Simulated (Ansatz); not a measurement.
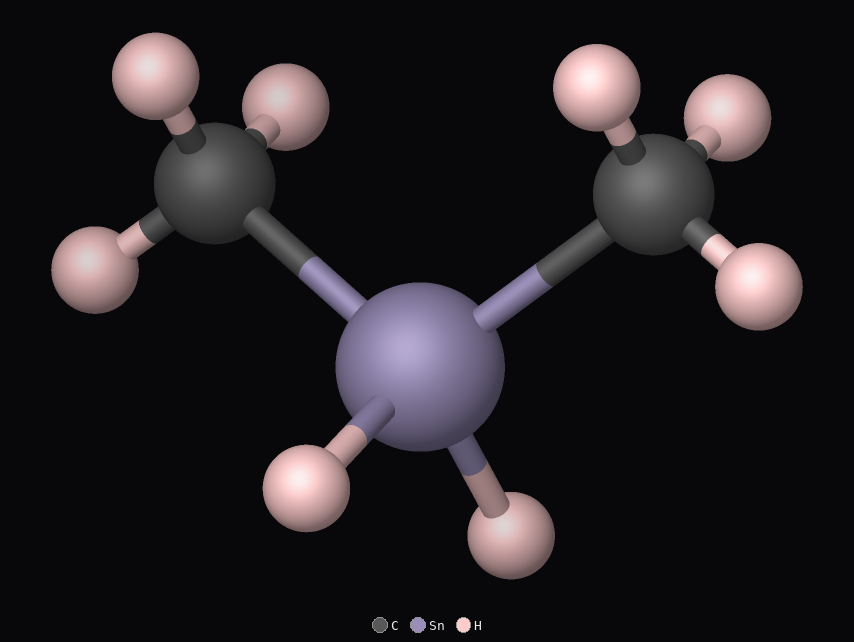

Describe the molecule.

It has 11 atoms: 2 carbon, 8 hydrogen and 1 tin (C2H8Sn). Its SMILES string is `[CH3][SnH2][CH3]`. The point group is C2v. Coordination: 2 C tetrahedral; 1 Sn tetrahedral.

More results for the same structure follow; atom numbers are the same in all pictures, views and colours differ. Computed geometry: PBE0-D4/def2-TZVP optimisation.

### Geometry

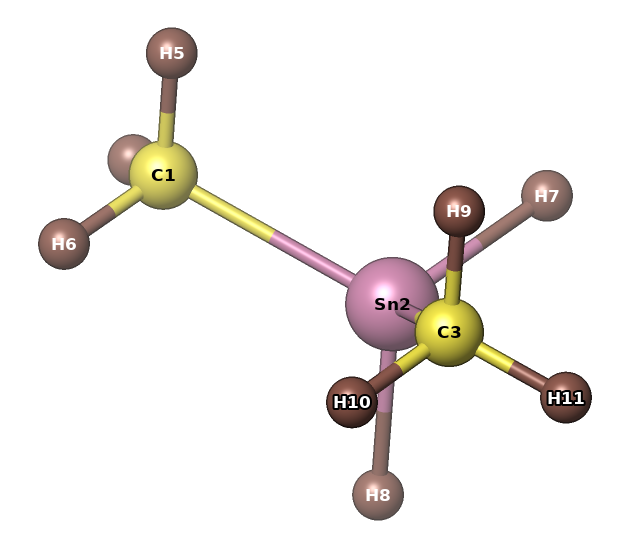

Sn2 lies behind C3. The molecule seen a little off the C3–Sn2 bond, C3 in front. Distant atoms are faded towards the background colour.

What is the torsion angle H9–C3–Sn2–C1? The sign is positive where the front bond must turn clockwise to cover the back bond.

−60°, synclinal (gauche). The bonds about C3–Sn2 are staggered.

### Levels of theory compared

Program: Ansatz 0.2.0.

At this fixed geometry, give HOMO energy (eV), HOMO–LUMO gap (eV), dipole (D) at these levels: B3LYP-D4/def2-TZVPP; PBE-D4/def2-TZVPP; r2SCAN-D4/def2-TZVPP; ωB97M-V/def2-TZVPP.

```csv
level,HOMO energy (eV),HOMO–LUMO gap (eV),dipole (D)
B3LYP-D4/def2-TZVPP,−7.81,8.07,0.78
PBE-D4/def2-TZVPP,−6.86,6.69,0.81
r2SCAN-D4/def2-TZVPP,−7.10,7.47,0.81
ωB97M-V/def2-TZVPP,−10.21,11.91,0.73
```

### Charges

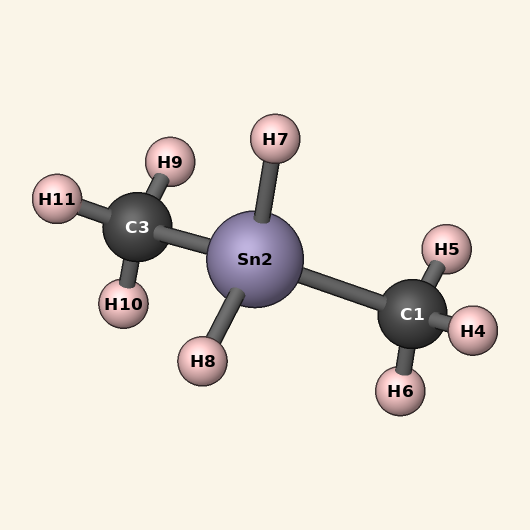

The questions are on Mulliken charges. Level of theory: RKS PBE0-D4/def2-TZVP, core potentials on Sn (Ansatz 0.2.0).

List the Mulliken charges.

```
atom  value (e)
  C1      −0.65
 Sn2       0.59
  C3      −0.65
  H4       0.15
  H5       0.14
  H6       0.14
  H7      −0.08
  H8      −0.08
  H9       0.14
 H10       0.14
 H11       0.15
```

### Vibrations

Harmonic vibrations computed with RKS PBE0-D4/def2-TZVP, core potentials on Sn (Ansatz 0.2.0) at a stationary point of the same level.

List the wavenumbers.

27 modes: 90, 94, 137, 342, 484, 529, 530, 567, 724, 757, 787, 788, 796, 1223, 1229, 1452, 1452, 1457, 1460, 1916, 1918, 3066, 3066, 3159, 3159, 3162, 3162 cm⁻¹.

Mulliken values depend strongly on the basis set and can even reverse the polarity of a bond.
